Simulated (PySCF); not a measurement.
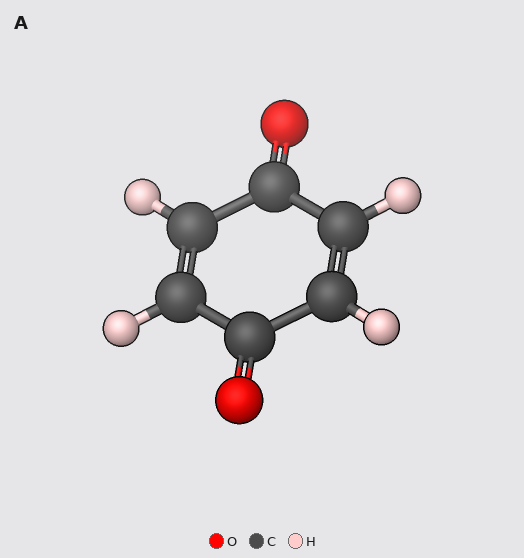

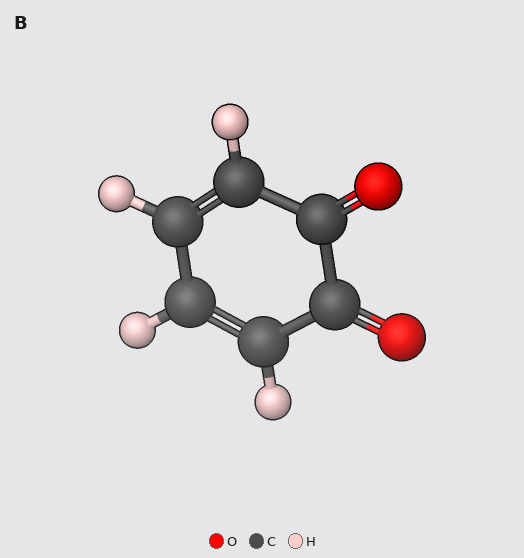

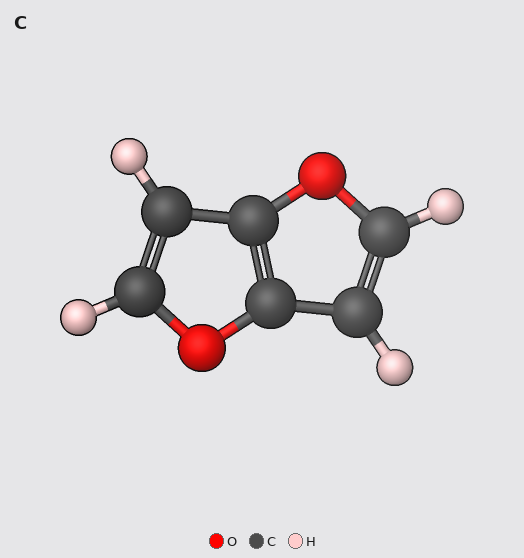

3 stationary structures of one formula. Geometries: PBE0-D3(BJ)/def2-SVP. Electronic energies: PBE0-D3(BJ)/def2-SVP (PySCF 2.14.0), without zero-point energy. No frequency run is at hand to confirm each as a minimum.

**How are they related?**

They are constitutional isomers of C6H4O2: A `O=C1C=CC(=O)C=C1`, B `O=C1C=CC=CC1=O`, C `c1cc2occc2o1`.

**Which structure is the most stable?**

A is lowest; B lies 0.287 eV above it, C lies 0.459 eV above it.
